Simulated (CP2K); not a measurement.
Band structure of GaAu (Pnma, 8 atoms in the cell).

```
GaAu
1.0
    6.31989     0.00000     0.00000
    0.00000     3.67838     0.00000
    0.00000     0.00000     6.32138
Ga Au
4 4
Direct
  0.67939   0.25000   0.07584
  0.32061   0.75000   0.92416
  0.82061   0.75000   0.57584
  0.17939   0.25000   0.42416
  0.50487   0.25000   0.68765
  0.49513   0.75000   0.31235
  0.99513   0.75000   0.18765
  0.00487   0.25000   0.81235
```

Computed with PBEsol, GPW, DZVP-MOLOPT-SR-GTH basis, GTH-PBE potentials (GTH_POTENTIALS) (CP2K).

Settings: CUTOFF = 600 Ry; REL_CUTOFF = 50 Ry; SMEAR/METHOD = GAUSSIAN; SIGMA = 0.1 eV; KPOINTS/SCHEME = MONKHORST-PACK 3 5 3; XC_FUNCTIONAL = PBE:PBESOL; Ga/BASIS_SET = DZVP-MOLOPT-SR-GTH-q13; Ga/POTENTIAL = GTH-PBE-q13; Au/BASIS_SET = DZVP-MOLOPT-SR-GTH-q11; Au/POTENTIAL = GTH-PBE-q11; METHOD = GPW; EPS_DEFAULT = 1e-10; EXTRAPOLATION = USE_GUESS; NGRIDS = 5.

The starting cell comes from a database of computed structures (which also holds hypothetical and non-ambient phases and stackings), without a prior relaxation at this level. Its lattice was rescaled by a random factor within 2.5 % of one. Spin-orbit coupling is off. Values carry the incompleteness of an atom-centred basis. The potentials were made for another functional than the one used.

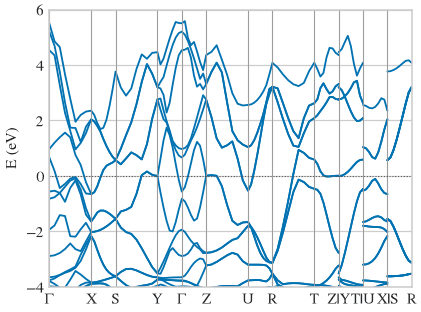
Fig. 1. Bands along the path, energies from the Fermi level.

Levels in eV from the Fermi level, bands 45 to 50:
| point | 45 | 46 | 47 | 48 | 49 | 50 |
|---|---|---|---|---|---|---|
| Γ | -2.89 | -1.94 | -0.82 | -0.57 | 0.67 | 0.97 |
| X | -2.02 | -2.02 | -1.64 | -1.64 | -0.66 | -0.66 |
| S | -1.55 | -1.55 | -1.55 | -1.55 | 0.57 | 0.57 |
| Y | -3.52 | -3.52 | -0.01 | -0.01 | 2.76 | 2.76 |
| Z | -2.78 | -2.78 | 0.01 | 0.01 | 2.75 | 2.75 |
| U | -1.80 | -1.80 | -1.66 | -1.66 | -0.53 | -0.53 |
| R | -3.13 | -3.13 | -3.13 | -3.13 | 3.21 | 3.21 |
| T | -0.47 | -0.47 | 0.59 | 0.59 | 2.09 | 2.09 |

Bands cross the Fermi level along this path, so the cell is metallic at this level.

Higher empty bands are left out: an atom-centred basis made for the valence describes them poorly.
